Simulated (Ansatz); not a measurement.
# WS2 (Tungstenite): the gap up the ladder of methods

Wanted: a ladder of band gaps for WS2 (Tungstenite), from density functionals to G0W0.

Calculated with Ansatz 0.2.0; density functionals, hybrids and G0W0, plane waves, PAW.

The database entry behind the starting cell differs from later determinations by our own check (an axis about 1.4 % long against later determinations), so it need not match the best structure at ambient conditions.

## (1) The starting structure

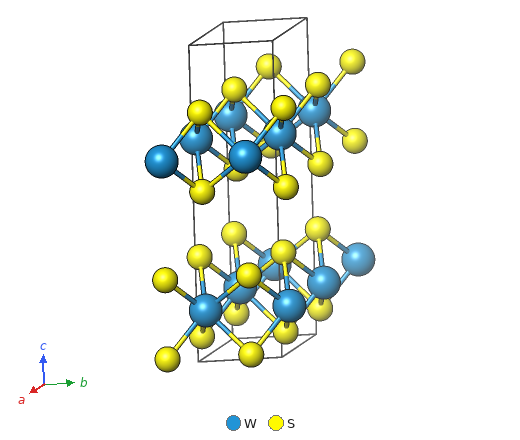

Start, viewed slightly off an axis; tungsten blue, sulfur yellow. 3×2×1 cells are drawn.

The cell and positions come from the Crystallography Open Database and are kept as given unless a step says otherwise. Spin-orbit coupling is left out unless a step names it. The default PAW set here is soft_2. Its files were made with PBE.

## (2) LDA on the 12×12×2 mesh

This step: DFT, LDA, plane waves, PAW.

File input.yaml:

```yaml
crystal:
  lattice:
    - [3.18, 0.0, 0.0]
    - [-1.59, 2.753960784, 0.0]
    - [0.0, 0.0, 12.5]
  atoms:
    - { symbol: W, position: [0.3333333333, 0.6666666667, 0.25] }
    - { symbol: W, position: [0.6666666667, 0.3333333333, 0.75] }
    - { symbol: S, position: [0.3333333333, 0.6666666667, 0.625] }
    - { symbol: S, position: [0.6666666667, 0.3333333333, 0.125] }
    - { symbol: S, position: [0.3333333333, 0.6666666667, 0.875] }
    - { symbol: S, position: [0.6666666667, 0.3333333333, 0.375] }
kpoints:
  mp_grid: { grid: [12, 12, 2] }
  band_path:
    path:
      - [0.0, 0.0, 0.0]
      - [0.5, 0.0, 0.0]
      - [0.3333333333, 0.3333333333, 0.0]
      - [0.0, 0.0, 0.5]
      - [0.5, 0.0, 0.5]
      - [0.3333333333, 0.3333333333, 0.5]
      - [0.1666666667, 0.1666666667, 0.0]
    npoints: 1
hamiltonian:
  xc: lda
scf:
  occupations: { method: fixed }
  n_extra_bands: 6
output:
  forces: true
  stress: true
  eigenvalues: true
```

On the command line:

```sh
ansatz run input.yaml --threads 3 --pin off --max-ram 64512MiB --backend cuda --events-out ev --progress --plain --runs-dir out --devices 1 --max-vram 24GiB  # rebuilt from the run's record
```

Numbers of over 12 decimals in the logs are rounded to 6 here.

The program printed:

```text
scf.n_extra_bands = 6 over 26 filled bands (N_el = 52.0): the run solves 32 bands
GPUs: using 1 of 1 available (devices: 1).
Engine: ansatz 0.2.0, x86_64-unknown-linux-gnu
Pseudopotentials: kind: paw
Pseudopotential: W, paw, valence charge 14, recommended cutoff 420 eV (normal), W.paw.azcp
Pseudopotential: S, paw, valence charge 6, recommended cutoff 420 eV (normal), S.paw.azcp
Functional definition: SPW92
  exchange = slater_x
  correlation = pw_c
device memory: the entry about to start is reckoned to put 2.7 GiB on a device that reports 64.2 GiB free (of which the cap on the GPU budget leaves the run 24.0 GiB)
GPU FFT provider: cuFFT
GPU libraries: cuBLAS 13.8.2, cuFFT 12.4.0, cuSOLVER 12.3.4
Crystal: 6 atoms, lattice volume = 109.470 Å³
Basis set: ecut = 420 eV, 2129 PW (Γ)
Bands: 32, of which v1, the nominal top of the filled ones, is band 26 counted from 1 (25 counted from 0)
Symmetry: 24 space group operations
Space group: P63/mmc (ITA 194), of the structure as read, at distance tolerance 4.8e-5 Å
k-points: 38 of 288
Non-local potential: W, projectors of the file, l = 0: 3, l = 1: 2, l = 2: 2, l = 3: 1
Non-local potential: S, projectors of the file, l = 0: 2, l = 1: 2, l = 2: 2
PAW form: soft (Blöchl's): semilocal exchange-correlation on the pseudo side does not see the compensation charge
PAW frozen core: W, regenerated for the run's functional, and the local potential with it (the file was generated under x = pbe(κ = 0.804, μ = 0.219515), c = pbe(β = 0.066725))
PAW frozen core: S, regenerated for the run's functional, and the local potential with it (the file was generated under x = pbe(κ = 0.804, μ = 0.219515), c = pbe(β = 0.066725))
PAW one-centre angular grid: W, 590 points (default); XC on 64 Gauss nodes
PAW one-centre angular grid: S, 110 points (default); XC on 64 Gauss nodes
Initial density: superposition of atomic densities (neutral atoms: chi_scale 0, normalization atom), corrected by the library's trained network
Initial wavefunctions: pseudopotential atomic-orbital guess
GPU buffer pool allocated for 51840 grid points (all kernels)
GPU transforms: local potential and band sums: pruned to the plane-wave sphere, on 24×24×90
Functional: x = slater, c = lda
SCF iter   1: F=—  HF=-23743.323919 eV  |F-HF|=—  |Δ(HF+E_count)|=         —  Δρ=1.00e-2  dr2=1.86e-1  ethr=1.77e-3  ⟨swp⟩=5.0  Hψ=4915  notcnv=0  defer=122
preconditioner: auto → Resta (q_TF=auto, 2.410 Å⁻¹)  ε∞=7.7  [insulator: Δε(μ)=0.971 eV  Ē_g=8.236 eV  n_scr=26 (ndim 8)  ℏωp=21.3 eV  f_vac=0.025  ε∞_Penn≈7.7]
SCF iter   2: F=—  HF=-23743.296466 eV  |F-HF|=—  |Δ(HF+E_count)|=   2.75e-2  Δρ=3.94e-3  dr2=7.91e-3  ethr=3.58e-4  ⟨swp⟩=2.1  Hψ=1689  notcnv=0  defer=146
SCF iter   3: F=—  HF=-23743.295979 eV  |F-HF|=—  |Δ(HF+E_count)|=   4.87e-4  Δρ=2.20e-3  dr2=2.40e-3  ethr=1.52e-5  ⟨swp⟩=2.0  Hψ=1658  notcnv=0  defer=150
SCF iter   4: F=—  HF=-23743.296022 eV  |F-HF|=—  |Δ(HF+E_count)|=   4.33e-5  Δρ=7.36e-4  dr2=3.26e-4  ethr=4.62e-6  ⟨swp⟩=1.0  Hψ=1178  notcnv=0  defer=146
SCF iter   5: F=—  HF=-23743.295981 eV  |F-HF|=—  |Δ(HF+E_count)|=   4.07e-5  Δρ=1.20e-4  dr2=1.87e-5  ethr=6.27e-7  ⟨swp⟩=1.9  Hψ=1751  notcnv=0  defer=71
SCF iter   6: F=—  HF=-23743.296064 eV  |F-HF|=—  |Δ(HF+E_count)|=   8.26e-5  Δρ=1.34e-5  dr2=3.22e-7  ethr=3.60e-8  ⟨swp⟩=2.2  Hψ=1604  notcnv=0  defer=45
SCF iter   7: F=-23743.296064 eV  HF=-23743.296064 eV  |F-HF|=1.53e-10  |Δ(HF+E_count)|=   4.13e-8  Δρ=2.61e-6  dr2=9.56e-9  ethr=1.92e-10  ⟨swp⟩=9.5  Hψ=6059  notcnv=0
SCF 1 converged in 7 iterations: F = -23743.296064 eV  dr2 = 9.56e-9
[...]
device memory: the entry about to start is reckoned to put 1.6 GiB on a device that reports 64.2 GiB free (of which the cap on the GPU budget leaves the run 24.0 GiB)
NSCF: frozen V_eff on 7 k-points
SCF converged after 7 iterations
Free energy (F): -23743.296064 eV
Harris-Foulkes:  -23743.296064 eV  (|F-HF|=1.53e-10)
Internal energy: -23743.296064 eV  (E = F + TS)
E sigma→0 (E₀):  -23743.296064 eV
Fermi energy:    10.994046 eV
--- Per-component energies (eV) ---
  E_band       = -408.613454
  E_kinetic    = 1333.452500
  E_local      = -3659.624657  (includes V_loc(G=0)·N_el)
  E_nonlocal   = 130.251046
  E_hartree    = 1450.580135
  E_xc         = -916.851913
  E_vxc        = -831.068900  (∫ρ·V_xc dr)
  E_paw        = -18894.519027  (= ΣΔE_a)
  E_vpaw       = -282.781359  (= ΣTr[D̂ρ^β])
  E_aug_tail   = -0.000129  (compensation charges beyond the density's cutoff)
  E_ewald      = -3187.763116
  E_core_change = 1.179096  (= ΣΔE_core)
  E_smearing   = -0.000000  (= −TS)
  E_closure    = -0.000000  (closes the sum)
  Σ components = -23743.296064   (vs F -23743.296064, Δ=0.00e0)
--- Forces (eV/Å), atoms counted from 1 ---
  atom   1  W      0.00000000     0.00000000     0.00000000
  atom   2  W      0.00000000    -0.00000000    -0.00000000
  atom   3  S      0.00000000     0.00000000     0.35767568
  atom   4  S      0.00000000    -0.00000000     0.35767568
  atom   5  S      0.00000000     0.00000000    -0.35767568
  atom   6  S      0.00000000    -0.00000000    -0.35767568
  max |Σ_I F_I| component: 2.22e-16 eV/Å
--- Stress (GPa, compression-positive) ---
       -6.255919       0.000000      -0.000000
        0.000000      -6.255919      -0.000000
       -0.000000      -0.000000      -4.358789
  P = ⅓ Tr σ = -5.6235 GPa (-56.235 kbar)
--- Band table (eV; the first three rows and the last of 38) ---
  k-point 0: bands = [... 22 lower, 8.7349, 9.4767, 9.8470, 10.9940, 13.2210, 13.2210, 13.2288, 13.2288, ... 2 higher]
  k-point 1: bands = [... 22 lower, 8.7137, 8.7137, 10.6883, 10.6883, 13.2183, 13.2183, 13.2183, 13.2183, ... 2 higher]
  k-point 2: bands = [... 22 lower, 8.7722, 9.6520, 9.8557, 10.7768, 13.1044, 13.1195, 13.1642, 13.2207, ... 2 higher]
  k-point 37: bands = [... 22 lower, 7.9976, 7.9976, 10.3085, 10.3085, 12.1223, 12.1223, 13.5521, 13.5521, ... 2 higher]
```

Run time: 4.3 s. Hardware: 1 × NVIDIA H100 80GB HBM3 (shared by 3 runs) with 3 threads of AMD EPYC 7R13 (Zen 3), shared host; peak memory 0.97 GiB; 3 s of CPU time.

Numbers from this step:

```
pressure             : -5.624 GPa
gap                  : 0.9696 eV
valence top at       : Γ
conduction bottom at : k = (0.167, 0.167, 0.000)
least direct gap     : 1.716 eV
```

Over mesh and listed points the gap is 0.970 eV, from k = Γ to k = (0.167, 0.167, 0.000). The least direct gap found is 1.716 eV, at k = (0.333, 0.333, 0.000). The pressure in this cell is -6 GPa; the cell is kept.

## (3) PBE on the 12×12×2 mesh

Levels along a band path and on the mesh show where this functional puts the band edges.

This step: DFT, PBE, plane waves, PAW.

Edit input.yaml of step 2 so:

```diff
@@ -16,14 +16,10 @@
     path:
-      - [0.0, 0.0, 0.0]
-      - [0.5, 0.0, 0.0]
-      - [0.3333333333, 0.3333333333, 0.0]
-      - [0.0, 0.0, 0.5]
-      - [0.5, 0.0, 0.5]
-      - [0.3333333333, 0.3333333333, 0.5]
-      - [0.1666666667, 0.1666666667, 0.0]
-    npoints: 1
+      - [[0.0, 0.0, 0.0], [0.5000000000023, -3.133194478323e-12, 0.0], [0.3333333333349, 0.3333333333286, 0.0], [0.0, 0.0, 0.0], [0.0, 0.0, 0.5], [0.5000000000023, -3.133194478323e-12, 0.5], [0.3333333333349, 0.3333333333286, 0.5], [0.0, 0.0, 0.5]]
+      - [[0.5000000000023, -3.133194478323e-12, 0.5], [0.5000000000023, -3.133194478323e-12, 0.0]]
+      - [[0.3333333333349, 0.3333333333286, 0.5], [0.3333333333349, 0.3333333333286, 0.0]]
+    npoints: 10
 hamiltonian:
-  xc: lda
+  xc: pbe
 scf:
-  occupations: { method: fixed }
+  occupations: { method: fermi_dirac, width: 0.02 }
   n_extra_bands: 6
@@ -33 +29,5 @@
   eigenvalues: true
+  write_density: true
+  write_potential: true
+  elf: true
+  volumetric_format: npy
```

The program printed:

```text
[...]
GPUs: using 1 of 1 available (devices: 1).
[...]
GPU FFT provider: cuFFT
GPU libraries: cuBLAS 13.8.2, cuFFT 12.4.0, cuSOLVER 12.3.4
Crystal: 6 atoms, lattice volume = 109.470 Å³
Basis set: ecut = 420 eV, 2129 PW (Γ), exchange–correlation on 48×48×180 points (8 copies of the dense FFT grid, shifted against one another)
Bands: 32, of which v1, the nominal top of the filled ones, is band 26 counted from 1 (25 counted from 0)
Symmetry: 24 space group operations
[...]
k-points: 38 of 288
[...]
GPU buffer pool allocated for 51840 grid points (all kernels)
[...]
SCF iter   1: F=—  HF=-24382.790659 eV  |F-HF|=—  |Δ(HF+E_count)|=         —  Δρ=5.08e-3  dr2=1.58e-2  ethr=1.77e-3  ⟨swp⟩=6.8  Hψ=5856  notcnv=0
[...]
atom   1  W      0.00000000     0.00000000     0.00000000
  atom   2  W      0.00000000    -0.00000000    -0.00000000
  atom   3  S     -0.00000000     0.00000000    -0.12938496
  atom   4  S     -0.00000000    -0.00000000    -0.12938496
  atom   5  S     -0.00000000     0.00000000     0.12938496
  atom   6  S     -0.00000000    -0.00000000     0.12938496
  max |Σ_I F_I| component: 6.94e-18 eV/Å
--- Stress (GPa, compression-positive) ---
        1.662283      -0.000000      -0.000000
        0.000000       1.662283      -0.000000
       -0.000000      -0.000000       3.507954
  P = ⅓ Tr σ = 2.2775 GPa (22.775 kbar)
--- Band table (eV; the first three rows and the last of 38) ---
  k-point 0: bands = [... 22 lower, 8.9992, 9.6947, 10.1737, 11.2656, 13.5107, 13.5107, 13.5185, 13.5185, ... 2 higher]
  k-point 1: bands = [... 22 lower, 8.9779, 8.9779, 10.9618, 10.9618, 13.5075, 13.5075, 13.5075, 13.5075, ... 2 higher]
  k-point 2: bands = [... 22 lower, 9.0316, 9.8655, 10.1766, 11.0492, 13.4090, 13.4104, 13.4680, 13.4953, ... 2 higher]
  k-point 37: bands = [... 22 lower, 8.2313, 8.2313, 10.6058, 10.6058, 12.4366, 12.4366, 13.9181, 13.9181, ... 2 higher]
[key lines of the parts left out:]
SCF converged after 6 iterations
Free energy (F): -24382.800044 eV
Fermi energy:    11.770600 eV
```

The job ended after 4.4 s (1 × NVIDIA H100 80GB HBM3 (shared by 3 runs) with 3 threads; peak memory 1 GiB; 5.9 s of CPU time).

Numbers from this step:

```
pressure             : 2.278 GPa
filled bands         : 26
gap                  : 1.046 eV
valence top at       : Γ
conduction bottom at : k = (0.167, 0.167, 0.000)
least direct gap     : 1.739 eV
```

Over mesh and path the gap is 1.046 eV, from k = Γ to k = (0.167, 0.167, 0.000). The least direct gap found is 1.739 eV, at k = (0.333, 0.333, 0.000). PBE against LDA: 1.046 − 0.970 = +0.076 eV, with the same mesh, files and cutoff, and both edges at the same k points.

## (4) PBE+SOC on the 12×12×2 mesh

This run has two-component orbitals with spin-orbit coupling.

This step: DFT, PBE with spin-orbit coupling, plane waves, PAW.

input.yaml, the sections that differ from step 3:

```yaml
kpoints:
  mp_grid: { grid: [12, 12, 2] }
  band_path:
    path:
      - [0.0, 0.0, 0.0]
      - [0.5, 0.0, 0.0]
      - [0.3333333333, 0.3333333333, 0.0]
      - [0.0, 0.0, 0.5]
      - [0.5, 0.0, 0.5]
      - [0.3333333333, 0.3333333333, 0.5]
      - [0.1666666667, 0.1666666667, 0.0]
    npoints: 1
scf:
  occupations: { method: fermi_dirac, width: 0.02 }
  n_extra_bands: 12
magnetization:
  noncollinear: true
  spin_orbit: true
output:
  forces: true
  stress: true
  eigenvalues: true
# crystal, hamiltonian: as in step 3
```

The program printed:

```text
[...]
GPUs: using 1 of 1 available (devices: 1).
[...]
non-collinear run that drives no moment, with spin-orbit: no starting moment large enough to seed its density (crystal.atoms[].spin), no starting occupations that ask for one, no magnetisation constraint and no magnetic field, so the semilocal B_xc is pinned to zero
[...]
k-point 1: bands = [... 48 lower, 10.9816, 10.9816, 10.9816, 10.9816, 13.4376, 13.4376, 13.4376, 13.4376, ... 8 higher]
  k-point 2: bands = [... 48 lower, 10.2099, 10.2099, 11.0676, 11.0676, 13.2910, 13.2910, 13.3390, 13.3390, ... 8 higher]
  k-point 37: bands = [... 48 lower, 10.4026, 10.4026, 10.8283, 10.8283, 12.4035, 12.4035, 12.4325, 12.4325, ... 8 higher]
[key lines of the parts left out:]
SCF converged after 9 iterations
Magnetization: |M| = 0.0000 μB,  M = (+0.0000, +0.0000, +0.0000) μB
Free energy (F): -24432.011984 eV
Fermi energy:    11.765616 eV
P = ⅓ Tr σ = 2.2186 GPa (22.186 kbar)
```

Wall time 5.5 s (1 × NVIDIA H100 80GB HBM3 (shared by 3 runs) with 3 threads); peak memory 1 GiB.

This step gave:

```
pressure             : 2.219 GPa
gap                  : 0.9964 eV
valence top at       : Γ
conduction bottom at : k = (0.167, 0.167, 0.000)
least direct gap     : 1.545 eV
```

Over mesh and listed points the gap is 0.996 eV, from k = Γ to k = (0.167, 0.167, 0.000). The least direct gap found is 1.545 eV, at k = (0.333, 0.333, 0.000). PBE+SOC against PBE: 0.996 − 1.046 = −0.050 eV, with the same mesh, set of files (read in its fully relativistic form for the spin-orbit run) and cutoff, and both edges at the same k points. The spin-orbit run sees mesh and listed points alone, so its gap is an upper bound: the coupling can move an edge off these points, and the change over the zone, its sign included where it is small, is not known.

## (5) r2SCAN on the 12×12×2 mesh

r2SCAN is a meta-GGA: it depends on the kinetic-energy density as well as on the density and its gradient.

This step: DFT, r2SCAN, plane waves, PAW.

Edit input.yaml of step 4 so:

```diff
@@ -25,9 +25,6 @@
 hamiltonian:
-  xc: pbe
+  xc: r2scan
 scf:
-  occupations: { method: fermi_dirac, width: 0.02 }
-  n_extra_bands: 12
-magnetization:
-  noncollinear: true
-  spin_orbit: true
+  occupations: { method: fixed }
+  n_extra_bands: 6
 output:
```

The program printed:

```text
[...]
GPUs: using 1 of 1 available (devices: 1).
[...]
GPU FFT provider: cuFFT
GPU libraries: cuBLAS 13.8.2, cuFFT 12.4.0, cuSOLVER 12.3.4
Crystal: 6 atoms, lattice volume = 109.470 Å³
Basis set: ecut = 500 eV, 2775 PW (Γ), exchange–correlation on 96×96×384 points (64 copies of the dense FFT grid, shifted against one another)
[...]
k-point 0: bands = [... 22 lower, 8.7241, 9.4355, 10.0121, 11.1391, 13.5357, 13.5357, 13.5444, 13.5444, ... 2 higher]
  k-point 1: bands = [... 22 lower, 8.7018, 8.7018, 10.8138, 10.8138, 13.5313, 13.5313, 13.5313, 13.5313, ... 2 higher]
  k-point 2: bands = [... 22 lower, 8.7582, 9.6138, 10.0116, 10.9152, 13.4192, 13.4509, 13.4893, 13.5081, ... 2 higher]
  k-point 37: bands = [... 22 lower, 7.9244, 7.9244, 10.4338, 10.4338, 12.3871, 12.3871, 13.9480, 13.9480, ... 2 higher]
[key lines of the parts left out:]
SCF converged after 7 iterations
Free energy (F): -24423.285665 eV
Fermi energy:    11.139111 eV
P = ⅓ Tr σ = 0.2331 GPa (2.331 kbar)
```

Wall time 13 s (1 × NVIDIA H100 80GB HBM3 (shared by 3 runs) with 3 threads); peak memory 1.1 GiB.

Numbers from this step:

- pressure: 0.2331 GPa
- gap: 1.154 eV
- valence top at: Γ
- conduction bottom at: k = (0.167, 0.167, 0.000)
- least direct gap: 1.862 eV

Over mesh and listed points the gap is 1.154 eV, from k = Γ to k = (0.167, 0.167, 0.000). The least direct gap found is 1.862 eV, at k = (0.333, 0.333, 0.000). r2SCAN against PBE: 1.154 − 1.046 = +0.108 eV. The runs also differ in plane-wave cutoff (420 eV and 500 eV), so how much of this comes from the functional alone is not known.

## (6) HSE06 on the 6×6×2 mesh

HSE06 mixes in a quarter of exact exchange at short range.

This step: DFT, HSE06, plane waves, PAW.

Edit input.yaml of step 5 so:

```diff
@@ -13,3 +13,3 @@
 kpoints:
-  mp_grid: { grid: [12, 12, 2] }
+  mp_grid: { grid: [6, 6, 2] }
   band_path:
@@ -25,3 +25,3 @@
 hamiltonian:
-  xc: r2scan
+  xc: hse06
 scf:
```

The program printed:

```text
[...]
--- Band table (eV; the first three rows and the last of 14) ---
  k-point 0: bands = [... 22 lower, 8.4101, 9.0527, 9.7501, 10.9369, 13.8776, 13.8776, 13.8864, 13.8864, ... 2 higher]
  k-point 1: bands = [... 22 lower, 8.3856, 8.3856, 10.5873, 10.5873, 13.8710, 13.8710, 13.8710, 13.8710, ... 2 higher]
  k-point 2: bands = [... 22 lower, 8.2808, 9.1473, 9.6303, 10.0432, 13.1020, 13.5460, 13.7367, 13.7606, ... 2 higher]
  k-point 13: bands = [... 22 lower, 7.4381, 7.4381, 10.2497, 10.2497, 12.5648, 12.5648, 14.3289, 14.3289, ... 2 higher]
[key lines of the parts left out:]
Free energy (F): -24386.871081 eV
Fermi energy:    10.936857 eV
P = ⅓ Tr σ = -2.1683 GPa (-21.683 kbar)
```

It took 56 s on 1 × NVIDIA H100 80GB HBM3 (shared by 3 runs) with 3 threads; peak memory 2.3 GiB.

This step gave:

```
gap                     : 1.578 eV
valence top at          : Γ
conduction bottom at    : k = (0.167, 0.167, 0.000)
least direct gap        : 2.218 eV
exact-exchange fraction : 0.25
```

Over mesh and listed points the gap is 1.578 eV, from k = Γ to k = (0.167, 0.167, 0.000). The least direct gap found is 2.218 eV, at k = (0.333, 0.333, 0.000). HSE06 against PBE: 1.578 − 1.046 = +0.532 eV. The runs also differ in mesh (12×12×2 and 6×6×2), so how much of this comes from the functional alone is not known. The program's warnings for this run: stress exchange threshold loose; stress scf threshold loose.

## (7) PBE0 on the 6×6×2 mesh

PBE0 mixes in a quarter of exact exchange at all distances.

This step: DFT, PBE0, plane waves, PAW.

Edit input.yaml of step 6 so:

```diff
@@ -25,3 +25,3 @@
 hamiltonian:
-  xc: hse06
+  xc: pbe0
 scf:
```

The program printed:

```text
[...]
GPUs: using 1 of 1 available (devices: 1).
[...]
GPU FFT provider: cuFFT
GPU libraries: cuBLAS 13.8.2, cuFFT 12.4.0, cuSOLVER 12.3.4
Crystal: 6 atoms, lattice volume = 109.470 Å³
Basis set: ecut = 420 eV, 2129 PW (Γ), exchange–correlation on 48×48×180 points (8 copies of the dense FFT grid, shifted against one another)
[...]
--- Band table (eV; the first three rows and the last of 14) ---
  k-point 0: bands = [... 22 lower, 8.0515, 8.6856, 9.3824, 10.6135, 14.2363, 14.2363, 14.2481, 14.2481, ... 2 higher]
  k-point 1: bands = [... 22 lower, 8.0268, 8.0268, 10.2509, 10.2509, 14.2298, 14.2298, 14.2298, 14.2298, ... 2 higher]
  k-point 2: bands = [... 22 lower, 7.9073, 8.7844, 9.2678, 9.6970, 13.4519, 13.9010, 14.0949, 14.1265, ... 2 higher]
  k-point 13: bands = [... 22 lower, 7.0504, 7.0504, 9.9137, 9.9137, 12.8877, 12.8877, 14.6934, 14.6934, ... 2 higher]
[key lines of the parts left out:]
Free energy (F): -24382.689351 eV
Fermi energy:    10.613533 eV
P = ⅓ Tr σ = -2.1997 GPa (-21.997 kbar)
```

Run time: 21 s. Hardware: 1 × NVIDIA H100 80GB HBM3 (shared by 3 runs) with 3 threads; peak memory 2.3 GiB; 38 s of CPU time.

This step gave:

```
gap                     : 2.236 eV
valence top at          : Γ
conduction bottom at    : k = (0.167, 0.167, 0.000)
least direct gap        : 2.872 eV
exact-exchange fraction : 0.25
```

Over mesh and listed points the gap is 2.236 eV, from k = Γ to k = (0.167, 0.167, 0.000). The least direct gap found is 2.872 eV, at k = (0.333, 0.333, 0.000). PBE0 against HSE06: 2.236 − 1.578 = +0.658 eV, with the same mesh, files and cutoff, and both edges at the same k points. The program's warnings for this run: stress exchange threshold loose; stress scf threshold loose.

(Part 1 of 2 ends here.)

[Paths, hosts, dates, memory and timing lines, banners, echoed tables and standing remarks are left out of the program output.]

[Logs are printed without paths, hosts, clocks, repeated set-up lines and the standing remarks that a program may print on its own settings, such as how far it seeks lower states.]

[Runs of the session that timed out or met a known fault of the program may be left out.]

[Cells called generated may have been cut or substituted from an entry of the Crystallography Open Database or the Materials Project.]

[Hosts, paths, dates, database ids (printed as entryN), source tags and the programs' standing remarks are cut or masked in the printed files.]

[Where an RPA ε∞ is given, it is that of the G0W0 mesh and is not shown converged in it. Names of k-points follow the symmetry that the program found, which can be lower than the space group named. Band edges on a path are those of the sampled points; other points can move an edge, and change direct to indirect where valleys lie close.]

[Hybrid gaps are those of their k-mesh and are not shown converged in it.]
